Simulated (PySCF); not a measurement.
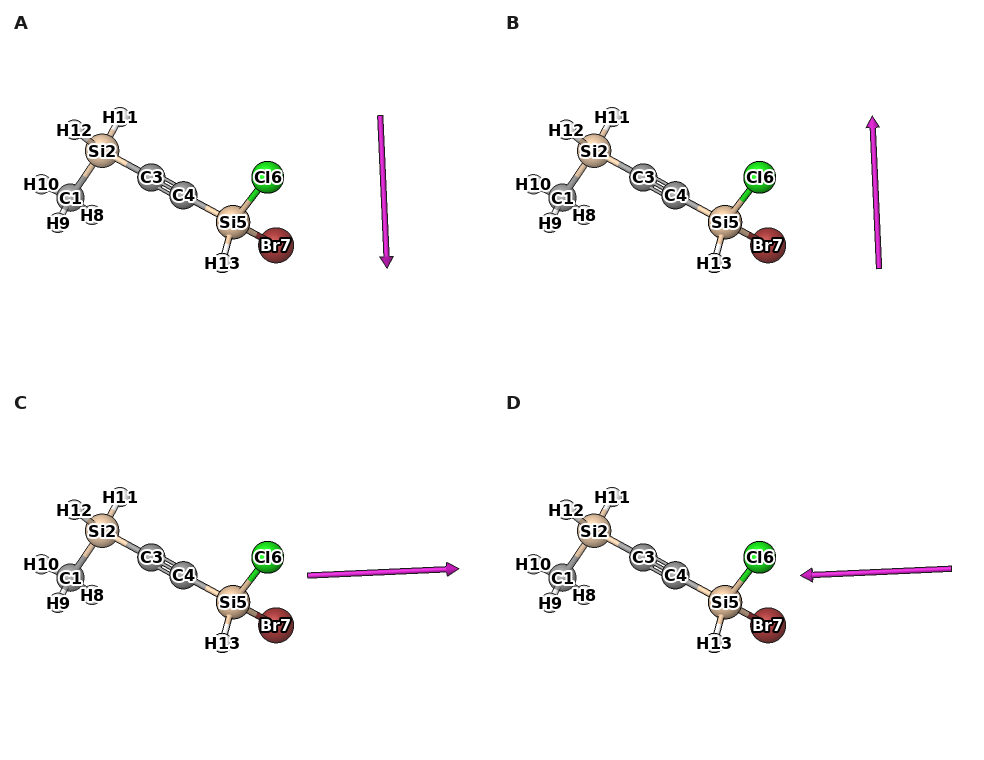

The same molecule four times, each with an arrow. Computed geometry: GFN2-xTB optimisation. No frequency run is at hand to confirm it as a minimum. Level of theory: CAM-B3LYP/def2-SVPD, gas phase (PySCF 2.14.0).

### Which arrow points along the dipole moment, from the negative to the positive end?

D. The dipole moment is 2.49 D; it points from the side of Cl6 to the side of H10 (the outermost atoms at the two ends).

The geometry is semi-empirical. Around Br, Si such bond lengths and angles can be off by a tenth of an ångström or more and by several degrees, and values that hang on the shape move with them.
